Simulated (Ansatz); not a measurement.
ZnS under a change: S → P

Start from ZnS in the zinc blende structure (space group F-43m, No. 216; a = 5.3904 Å).

Perturbation: every S is replaced by P; the structure is relaxed again.

Level of theory: r2SCAN/PAW in Ansatz (a quantum-chemistry and plane-wave program), no SOC, earlier PAW set. k-mesh 15×15×15 (Γ-centred); smearing 0.05 eV (Fermi–Dirac), for the changed cell.

| quantity | base | changed | shift |
|---|---|---|---|
| density | 4.13 g/cm³ | 4.08 g/cm³ | -0.05 g/cm³ |
| lattice parameter a | 5.390 Å | 5.392 Å | +0.0013 Å |
| space group | F-43m (No. 216) | F-43m (No. 216) | – |
| shortest interatomic distance | 2.334 Å | 2.335 Å | +0.001 Å |
| band gap | 2.70 eV | zero | – |

Final structure:

```
CELL_PARAMETERS angstrom
      0.00000     2.69584     2.69584
      2.69584     0.00000     2.69584
      2.69584     2.69584     0.00000
ATOMIC_POSITIONS crystal
  P  0.75000 0.75000 0.75000
  Zn 0.00000 0.00000 0.00000
```

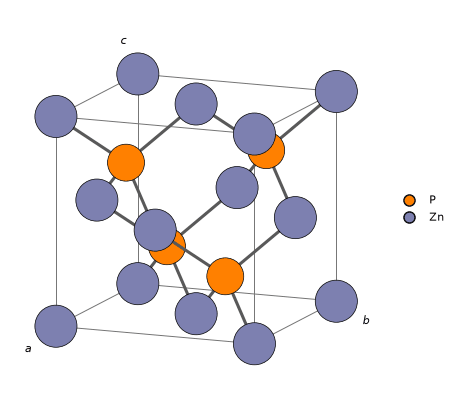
Figure. The relaxed conventional cell after the change

Cost of the whole job for the changed cell (relaxation, final SCF and bands): about 3 core-minutes (a rough figure).

Stability against distortions was not tested. As relaxed here, ZnP is a hypothetical phase, not in the database extracts checked. The final runs are not spin-polarised. An odd electron count without spin: ZnP.
